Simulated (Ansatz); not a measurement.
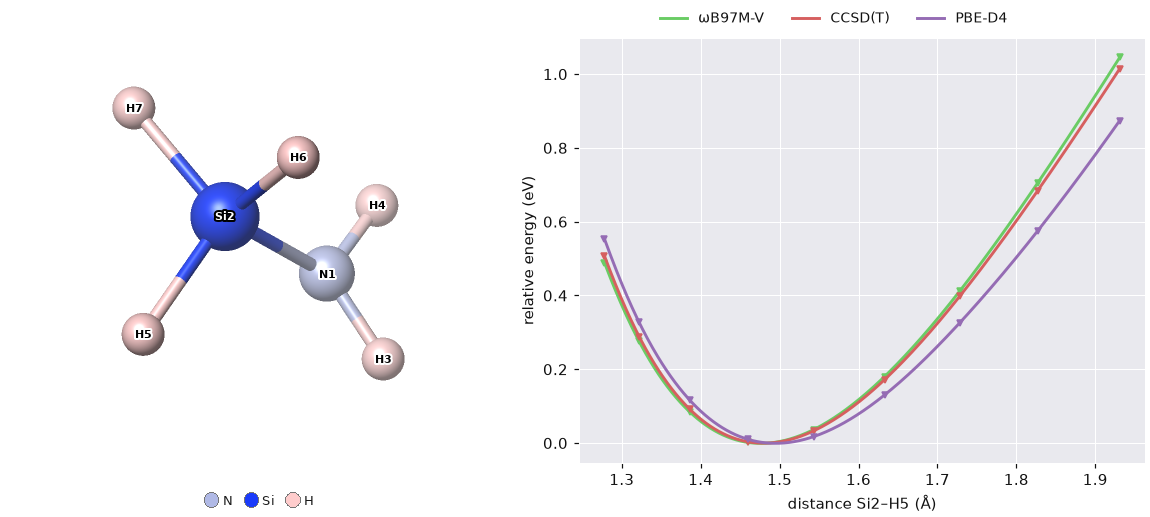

Rigid scan of the stretch Si2–H5 in SiNH₅, SMILES N[SiH3]. The Ansatz code, def2-TZVPP, cores frozen in correlated methods. A stretch is scanned from the minimum (PBE0-D4/def2-TZVP); energies less that of the minimum at the same level. Splines pass through the computed points, which are marked.

> How far can the coupled-cluster curve be trusted along the scan?

The calculation's T1 diagnostic reaches at most 0.011 (at 1.93 Å), under the customary mark of 0.02, so it gives no sign of multireference character.

> Give the values at the computed points.

In eV:
```
distance Si2–H5 (Å)  ωB97M-V  CCSD(T)  PBE-D4
               1.28    0.489    0.507   0.554
               1.32    0.275    0.289   0.327
               1.39    0.085    0.092   0.117
               1.46    0.002    0.003   0.010
               1.54    0.036    0.033   0.017
               1.63    0.180    0.172   0.130
               1.73    0.411    0.397   0.325
               1.83    0.705    0.684   0.575
               1.93    1.045    1.015   0.874
```
